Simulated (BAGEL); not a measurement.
**H2S2 (SMILES SS): HF/3-21G (density fitting with cc-pvqz-jkfit)**

What is the energy change on altering one bond length of H2S2 at HF/3-21G (density fitting with cc-pvqz-jkfit)? 

The calculation is run with BAGEL 1.2.2.

7 further runs of the same task are left out: 7 set aside as unsound or not needed.

## 1. The system as given

H2S2: 4 atoms, total charge 0, spin state singlet. SMILES: `SS`. The shape is that of a PBE0-D4/def2-TZVP optimisation.

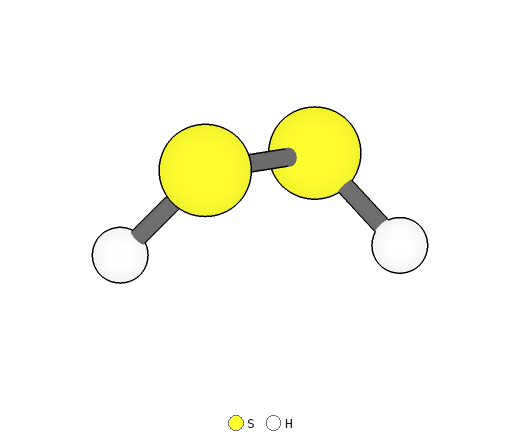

The structure, seen from a chosen angle (sulfur yellow, hydrogen white).

## 2. The energy at HF/3-21G (density fitting with cc-pvqz-jkfit)

Contents of hf.json:

```json
{ "bagel": [

{
  "title": "molecule",
  "basis": "3-21g",
  "df_basis": "cc-pvqz-jkfit",
  "angstrom": "true",
  "geometry": [
    { "atom": "S", "xyz": [       0.784480,      -0.789210,       0.166690 ] },
    { "atom": "S", "xyz": [       0.060220,       1.121560,       0.067360 ] },
    { "atom": "H", "xyz": [      -0.225420,      -1.352590,       0.856880 ] },
    { "atom": "H", "xyz": [      -0.619290,       1.020250,      -1.090950 ] }
  ]
},

{
  "title": "hf",
  "charge": 0
},

{
  "title": "print",
  "file": "orbitals.molden",
  "orbitals": "true"
}

]}
```

The run is started by

```console
BAGEL_NUM_THREADS=1 BAGEL hf.json > hf.out
```

The program printed:

```text
* using 1 threads per process

  ===============================================================
  ===============================================================

  *** Geometry ***

  { "atom" : "S", "xyz" : [      1.482452,     -1.491391,      0.314998 ] },
  { "atom" : "S", "xyz" : [      0.113799,      2.119441,      0.127292 ] },
  { "atom" : "H", "xyz" : [     -0.425982,     -2.556025,      1.619269 ] },
  { "atom" : "H", "xyz" : [     -1.170288,      1.927993,     -2.061597 ] },

  Number of auxiliary basis functions:      398

  Since a DF basis is specified, we compute 2- and 3-index integrals:
    o Being stored without compression. Storage requirement is 0.003 GB

  Number of basis functions:       30
  Number of electrons      :       34

    * METHOD: MOLECULE                             0.10

  *** RHF ***

  === Nuclear Repulsion ===
    85.4431433822

      * DIIS with orbital gradients will be used.

  === RHF iteration (3-21g) ===
      0       -792.22069085          0.01146657           0.01
      1       -792.24151237          0.00151182           0.01
      2       -792.24209598          0.00032752           0.01
      3       -792.24212836          0.00008587           0.01
      4       -792.24213119          0.00001734           0.01
      5       -792.24213131          0.00000239           0.01
      6       -792.24213131          0.00000055           0.02
      7       -792.24213131          0.00000007           0.01
      8       -792.24213131          0.00000002           0.01
      9       -792.24213131          0.00000000           0.01
    * SCF iteration converged.

    * Permanent dipole moment:
           (    0.715589,     0.281546,     0.198279) a.u.

    * METHOD: HF                                   0.18

    * METHOD: PRINT                                0.00

  ===============================================================
```

It took 0.4 s on 1 thread of Arm Neoverse V1, shared host.

## 3. The distorted shape at the same level

Contents of job.json:

```json
{ "bagel" : [

{
  "title" : "molecule",
  "basis" : "3-21g",
  "df_basis" : "cc-pvqz-jkfit",
  "angstrom" : "true",
  "geometry" : [
    { "atom" : "S", "xyz" : [    1.328082,   -0.708163,    1.093327 ] },
    { "atom" : "S", "xyz" : [    0.603822,    1.202607,    0.993997 ] },
    { "atom" : "H", "xyz" : [    0.318182,   -1.271543,    1.783517 ] },
    { "atom" : "H", "xyz" : [   -0.619290,    1.020250,   -1.090950 ] }
  ]
},
{ "title" : "hf" },
{ "title" : "print", "file" : "orbitals.molden", "orbitals" : "true" }

]}
```

The run is started by

```console
BAGEL_NUM_THREADS=1 BAGEL job.json > job.out
```

The program printed:

```text
* using 1 threads per process

  ===============================================================
  ===============================================================

  *** Geometry ***

  { "atom" : "S", "xyz" : [      2.509711,     -1.338234,      2.066089 ] },
  { "atom" : "S", "xyz" : [      1.141058,      2.272598,      1.878382 ] },
  { "atom" : "H", "xyz" : [      0.601277,     -2.402868,      3.370359 ] },
  { "atom" : "H", "xyz" : [     -1.170288,      1.927993,     -2.061597 ] },

  Number of auxiliary basis functions:      398

  Since a DF basis is specified, we compute 2- and 3-index integrals:
    o Being stored without compression. Storage requirement is 0.003 GB

  Number of basis functions:       30
  Number of electrons      :       34

    * METHOD: MOLECULE                             0.10

  *** RHF ***

  === Nuclear Repulsion ===
    81.8681029229

      * DIIS with orbital gradients will be used.

  === RHF iteration (3-21g) ===
      0       -792.07893785          0.01205020           0.01
      1       -792.10344799          0.00469493           0.01
      2       -792.10759212          0.00179200           0.01
      3       -792.10826185          0.00040738           0.01
      4       -792.10833197          0.00014262           0.01
      5       -792.10834028          0.00005398           0.01
      6       -792.10834157          0.00001201           0.01
      7       -792.10834165          0.00000314           0.01
      8       -792.10834166          0.00000172           0.01
      9       -792.10834166          0.00000104           0.01
     10       -792.10834166          0.00000055           0.01
     11       -792.10834166          0.00000019           0.01
     12       -792.10834166          0.00000008           0.01
     13       -792.10834166          0.00000003           0.01
     14       -792.10834166          0.00000001           0.01
     15       -792.10834166          0.00000000           0.01
    * SCF iteration converged.

    * Permanent dipole moment:
           (    0.574209,     0.361261,    -0.003149) a.u.

    * METHOD: HF                                   0.23

    * METHOD: PRINT                                0.00

  ===============================================================
```

Wall time 0.46 s (1 thread of Arm Neoverse V1, shared host).

## 4. Outcome

At HF/3-21G (density fitting with cc-pvqz-jkfit):

| quantity | value |
| --- | --- |
| first shape: total energy | -792.24213 Eh |
| first shape: dipole moment | 2.02 D |
| first shape: HOMO energy | -10.80 eV |
| first shape: LUMO energy | 2.60 eV |
| first shape: HOMO–LUMO gap | 13.40 eV |
| distorted shape: total energy | -792.10834 Eh |
| distorted shape: dipole moment | 1.72 D |
| distorted shape: HOMO energy | -9.54 eV |
| distorted shape: LUMO energy | -1.15 eV |
| distorted shape: HOMO–LUMO gap | 8.40 eV |
| energy change with the S2–H4 bond stretched from 1.347 to 2.424 Å | 3.641 eV |

**Reading.** One bond (distorted shape) is far stretched, which a spin-restricted single reference describes badly; a broken-symmetry solution may lie lower. With the S2–H4 bond stretched from 1.347 to 2.424 Å the energy rises by 3.64 eV (84 kcal/mol). The first shape isn't relaxed at this level, so the change isn't measured from a minimum. A restricted reference can't describe the breaking bond well at this length.
